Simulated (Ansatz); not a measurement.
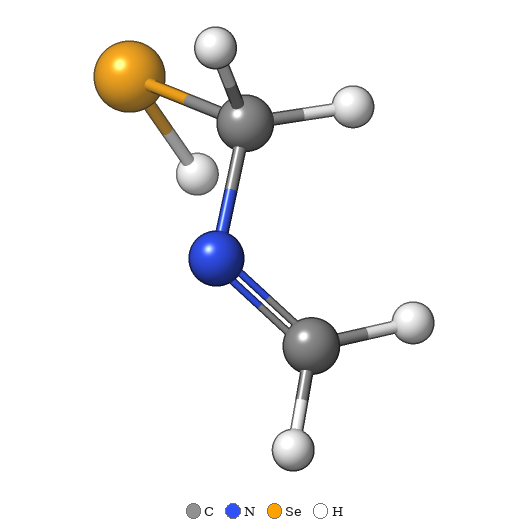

A ball-and-stick model of a molecule.

Computed geometry: PBE0-D4/def2-TZVP optimisation.

Describe the molecule.

The molecule is C₂H₅NSe. Its SMILES string is `C=NC[SeH]`. It has no ring. Among its groups: imine. The point group is C1. Coordination: 1 C trigonal planar; 1 N bent; 1 C tetrahedral; 1 Se bent.

More results for the same structure follow; atom numbers are the same in all pictures, views and colours differ.

### Geometry

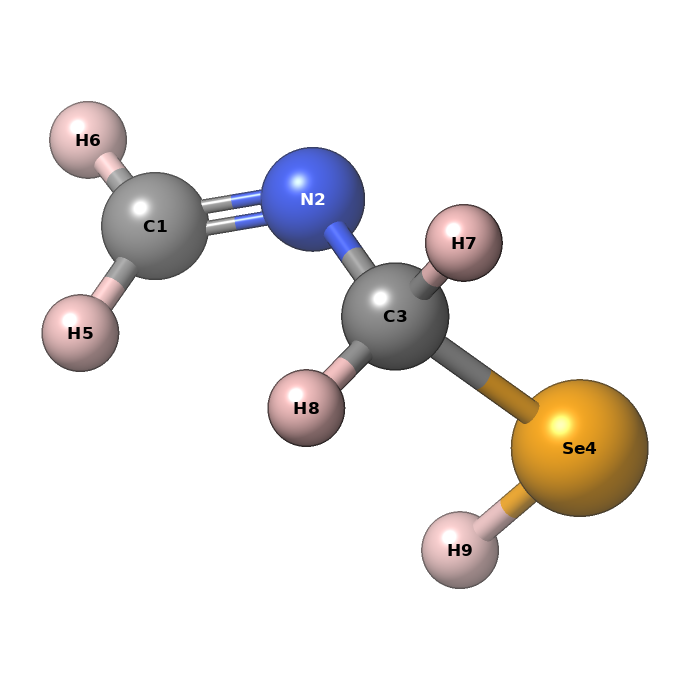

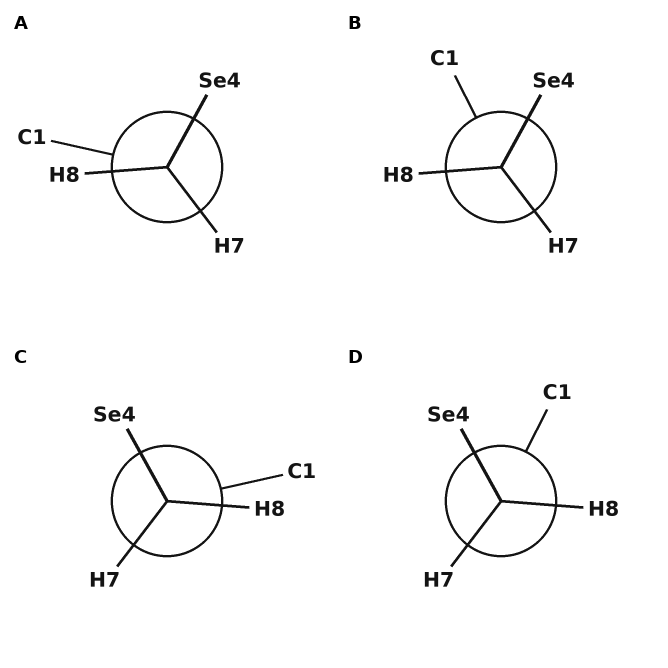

Atoms fade into the background with distance from the viewer. Bonds that would overlap in a projection are set slightly apart.

> Which Newman projection shows the view along C3–N2, with C3 in front?

C. The torsion angle Se4–C3–N2–C1 is 116°, anticlinal.

### Dipole moment

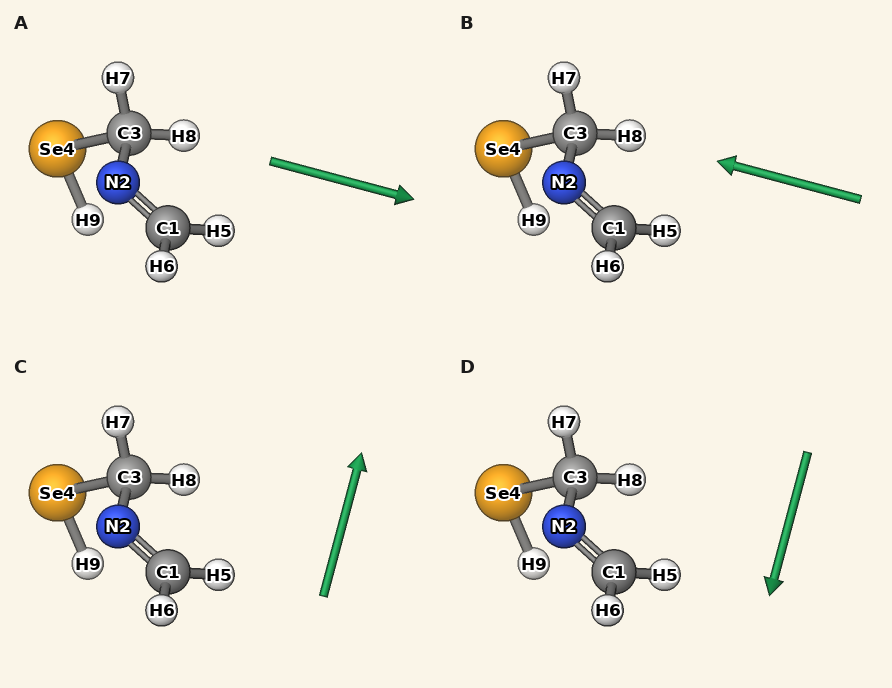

The same molecule four times, each with an arrow. Method: RKS PBE0-D4/def2-TZVP (Ansatz 0.2.0).

> Which arrow points along the dipole moment, from the negative to the positive end?

A. The dipole moment is 2.33 D; it points from the side of Se4 to the side of H5 (the outermost atoms at the two ends).

### Vibrations

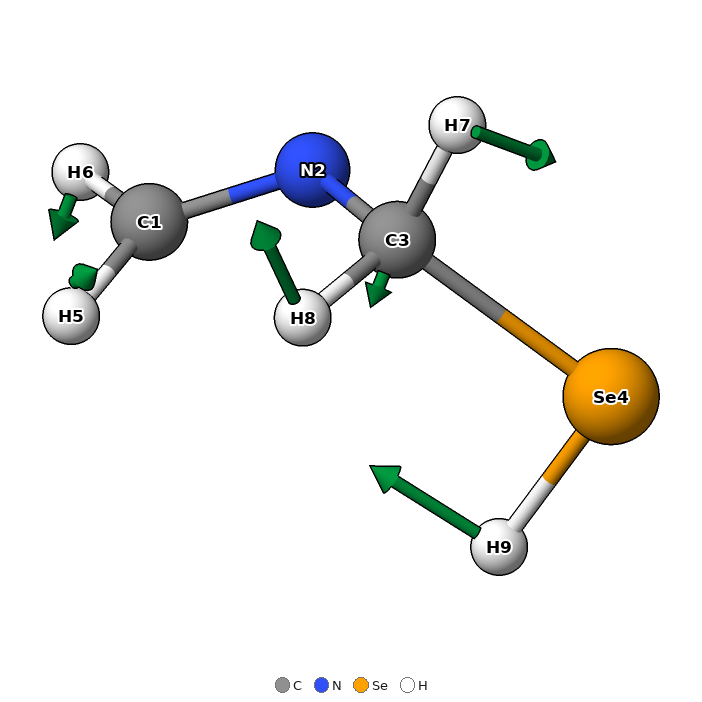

The arrows show one normal mode. Harmonic vibrations computed with RKS PBE0-D4/def2-TZVP (Ansatz 0.2.0) at a stationary point of the same level.

> Describe the motion.

Mostly angle bending.

> Estimate its harmonic wavenumber.

979 cm⁻¹; it is mode 8 of 21 counted from the lowest.

### Charges

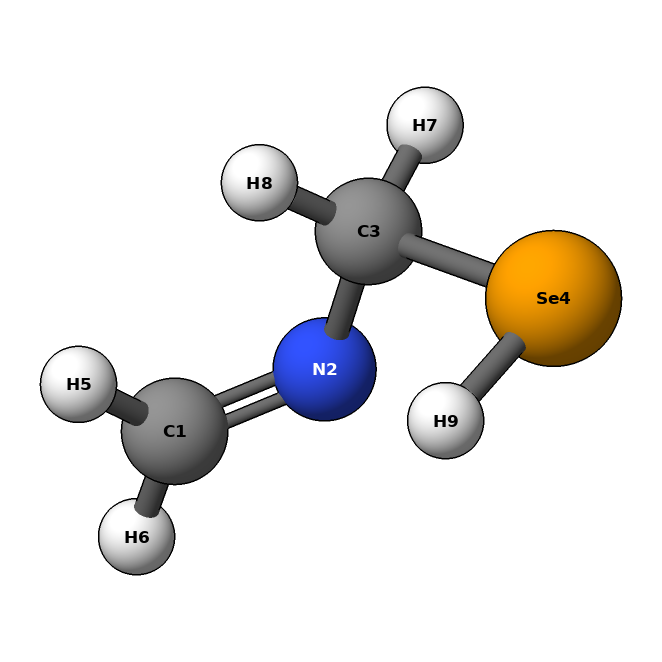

The questions are on Mulliken charges. Level of theory: RKS PBE0-D4/def2-TZVP (Ansatz 0.2.0).

Give the Mulliken charges atom by atom.

| atom | value (e) |
| --- | --- |
| C1 | −0.16 |
| N2 | −0.15 |
| C3 | −0.17 |
| Se4 | −0.13 |
| H5 | 0.09 |
| H6 | 0.14 |
| H7 | 0.15 |
| H8 | 0.12 |
| H9 | 0.11 |

Mulliken values depend strongly on the basis set and can even reverse the polarity of a bond.
